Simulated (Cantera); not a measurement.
A closed system holds: 1 mol SiH4, 0.32 mol O3, 0.74 mol H2, 2.7 mol NO, held at 0.780 bar.

Equilibrium computed with Cantera from the NASA thermochemical tables; the gas is ideal and each condensed phase is pure. Candidate condensed phases: H2O, Si, SiO2, Si2N2O, Si3N4; 35 gas species. The tables hold silica as quartz up to 1696 K and as liquid above; real silica turns to tridymite and cristobalite and melts near 1996 K. Gases not in the tables: Si(OH)4. The numbers say what is thermodynamically allowed, not how fast it happens.

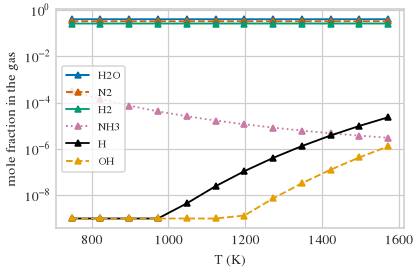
Figure: Equilibrium gas composition (values under 1e-9 drawn at 1e-9)

**Question.** Read off the mole fractions at 1123 K.

**Answer.** H2O about 0.41, N2 about 0.33, H2 about 0.26, NH3 about 1.7e-5, H about 2.5e-8.
